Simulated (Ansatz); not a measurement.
Phonon calculation, with input and output: AlSiNH5Cl

The run: phonon calculation of AlSiNH5Cl. Method and program: RKS r2SCANh-D4/def2-SVP (Ansatz 0.2.0).

It belongs to a series of runs on one base structure; here: vibrations at the highest image of the band. Figures and captions count atoms from 1; the log counts them from 0 in places.

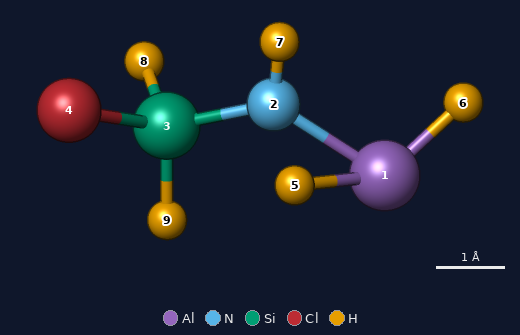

The structure (ball-and-stick view, seen at a tilt; atoms are numbered from 1 in the order of the input). Sticks mark near contacts.

Input file
```yaml
crystal:
  periodic: [false, false, false]
  atoms:
    - { symbol: Al, position_ang: [-0.738487, 1.986662, -0.283936] }
    - { symbol: "N", position_ang: [0.174916, 0.353795, 0.376782] }
    - { symbol: Si, position_ang: [0.039144, -1.261914, -0.276361] }
    - { symbol: Cl, position_ang: [1.902338, -2.159554, -0.38611] }
    - { symbol: H, position_ang: [0.658328, 1.127616, -0.730383] }
    - { symbol: H, position_ang: [-1.246864, 2.762863, 1.03262] }
    - { symbol: H, position_ang: [0.629551, 0.387137, 1.298829] }
    - { symbol: H, position_ang: [-0.803554, -2.120834, 0.590157] }
    - { symbol: H, position_ang: [-0.526771, -1.121972, -1.638798] }
basis:
  gaussian: { orbitals: def2-SVP }
hamiltonian:
  xc: r2scanh
  dispersion: d4
phonons: {}
```

Run as:
```bash
ansatz run input.yaml --threads 2 --pin off --max-ram 3072MiB --backend cpu --events-out ev --progress --plain --runs-dir out
```

What the program printed
```
Engine: ansatz 0.2.0, x86_64-unknown-linux-gnu
Functional definition: r2SCANh
  parameter a = 0.1
  parameter k0 = 0.174
  parameter k1 = 0.065
  parameter a1 = 4.9479
  exchange = (1 - a)*r2scan_x(k0 = k0, k1 = k1, a1 = a1) + a*exact_x
  correlation = r2scan_c
951 factors; integrals over basis functions are off by at most 5.1e-4 eV
mean field evaluation 1: about -28547.4657 eV, gradient 5.7e1 eV
mean field evaluation 2: about -28508.1858 eV, gradient 1.2e2 eV
mean field evaluation 4: about -28554.7323 eV, gradient 9.9e0 eV
mean field evaluation 8: about -28555.1249 eV, gradient 1.4e-1 eV
mean field evaluation 16: about -28555.1250 eV, gradient 6.4e-5 eV
mean field -28555.12499722 eV, -1049.3814882889 hartree, gradient 6.4e-5 eV, S^2 0.000000; 0 other end points of the search recorded, 0 dependent functions left out
the calculation of the forces begins
reference -28555.12500776 eV, -1049.3814886764 hartree; 28, 28 occupied and 65, 65 virtual orbitals, 951 factors
these checks for a lower state are left out or cut short: stability, starts, cluster_reference, orbital_swaps, neighbouring_geometries, increment
951 factors; integrals over basis functions are off by at most 5.1e-4 eV
mean field -28555.12497301 eV, -1049.3814873991 hartree, gradient 1.1e-6 eV, S^2 0.000000; 0 other end points of the search recorded, 0 dependent functions left out
[... from here on the field's lines of each further geometry are left out, up to the last ...]
the calculation of the forces begins
reference -28555.12495681 eV, -1049.3814868041 hartree; 28, 28 occupied and 65, 65 virtual orbitals, 951 factors
these checks for a lower state are left out or cut short: stability, starts, cluster_reference, orbital_swaps, neighbouring_geometries, increment
951 factors; integrals over basis functions are off by at most 5.1e-4 eV
mean field -28555.12494582 eV, -1049.3814864000 hartree, gradient 2.6e-6 eV, S^2 0.000000; 0 other end points of the search recorded, 0 dependent functions left out
the calculation of the forces begins
reference -28555.12495637 eV, -1049.3814867876 hartree; 28, 28 occupied and 65, 65 virtual orbitals, 951 factors
WARN: phonons: modes at or below zero, which the zero-point energy, F, S and C_V leave out: 1, the lowest at -1422.37 cm⁻¹. A minimum has none, and a first-order saddle one
Total energy: -28555.17995061 eV, -1049.3835077889 hartree
Atom 0 at    -0.738487     1.986662    -0.283936 Å, force    -0.001665    -0.001320    -0.000639 eV/Å
Atom 1 at     0.174916     0.353795     0.376782 Å, force     0.002718     0.007034     0.002792 eV/Å
Atom 2 at     0.039144    -1.261914    -0.276361 Å, force     0.000355    -0.002552    -0.000858 eV/Å
Atom 3 at     1.902338    -2.159554    -0.386110 Å, force    -0.000608    -0.000241     0.000984 eV/Å
Atom 4 at     0.658328     1.127616    -0.730383 Å, force    -0.000495     0.000125    -0.001520 eV/Å
Atom 5 at    -1.246864     2.762863     1.032620 Å, force    -0.000297     0.000222    -0.000213 eV/Å
Atom 6 at     0.629551     0.387137     1.298829 Å, force     0.000782    -0.003789     0.000371 eV/Å
Atom 7 at    -0.803554    -2.120834     0.590157 Å, force    -0.000490    -0.000091    -0.000440 eV/Å
Atom 8 at    -0.526771    -1.121972    -1.638798 Å, force    -0.000300     0.000612    -0.000477 eV/Å
Dipole moment:    -0.133605    -0.074954     0.293146 e Å
Vibrations: -1422.37 73.55 119.99 191.10 253.00 429.78 546.00 565.39 618.18 642.56 750.27 842.16 875.48 938.42 977.93 1016.10 1645.81 1833.07 2276.96 2289.92 3458.36 cm⁻¹, zero-point energy 1.261169 eV
```

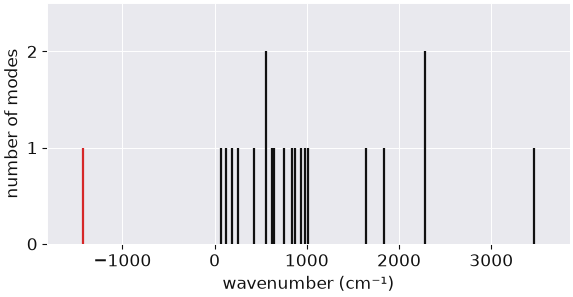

Harmonic vibrational wavenumbers from the force constants; neighbouring modes closer than 22 cm⁻¹ are counted in one stick, and imaginary ones are drawn at negative wavenumbers. 21 modes from 1422i to 3458 cm⁻¹, 1 imaginary beyond 8i (1422i cm⁻¹): a first-order saddle point, if the geometry is stationary.

Key numbers

```json
{"quantity": "outcome", "value": "converged"}
{"quantity": "total energy", "value": "−28555.1800 eV"}
{"quantity": "mean-field energy", "value": "−28555.1250 eV"}
{"quantity": "largest force (length of the vector)", "value": "0.008 eV/Å"}
{"quantity": "hardware", "value": "2 threads of Intel Xeon (Granite Rapids), 16 GiB of memory available, shared host"}
{"quantity": "wall time", "value": "61 s (CPU time 2 min)"}
{"quantity": "peak memory", "value": "0.23 GiB"}
```
